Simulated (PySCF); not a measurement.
C6H8, SMILES `C1=CCC=CC1`.

Method: BP86/6-31+G*; geometry: GFN2-xTB; program: PySCF. No frequency check shows the geometry to be a minimum. The basis has diffuse s and p functions alone, which still leaves polarisabilities too small, most of all across bonds.

Cartesian coordinates (Å):

```
C1      -0.6584    1.2455   -0.0009
C2       0.6623    1.2434    0.0007
C3       1.4914   -0.0019    0.0003
C4       0.6584   -1.2455   -0.0009
C5      -0.6623   -1.2434    0.0007
C6      -1.4914    0.0019    0.0003
H7      -1.2075    2.1779   -0.0021
H8       1.2145    2.1740    0.0019
H9       2.1514   -0.0046    0.8768
H10      2.1514   -0.0023   -0.8771
H11      1.2075   -2.1779   -0.0021
H12     -1.2145   -2.1740    0.0019
H13     -2.1514    0.0046    0.8768
H14     -2.1514    0.0023   -0.8771
```

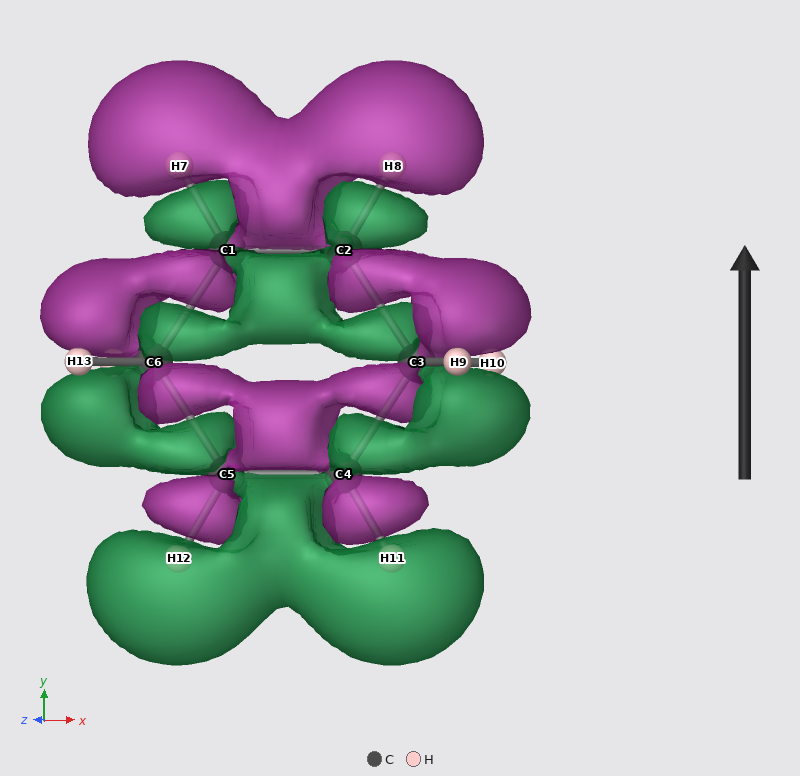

Change of the electron density in a uniform field of 0.21 V/Å along +y (arrow), surfaces at ±0.0008 e/Å³ (green: gain, purple: loss).

The field was applied in both directions; the picture shows the one opposite to the script's first.

### What dipole is induced, and what polarisability does it imply?

The induced dipole is 0.65 D (along the field); α along this axis, from the fields in both directions, is 64 bohr³ (9.5 Å³).

Cost of the run: 53 s on 1 thread of Arm Neoverse V1, on a shared host, peak memory 0.53 GiB.
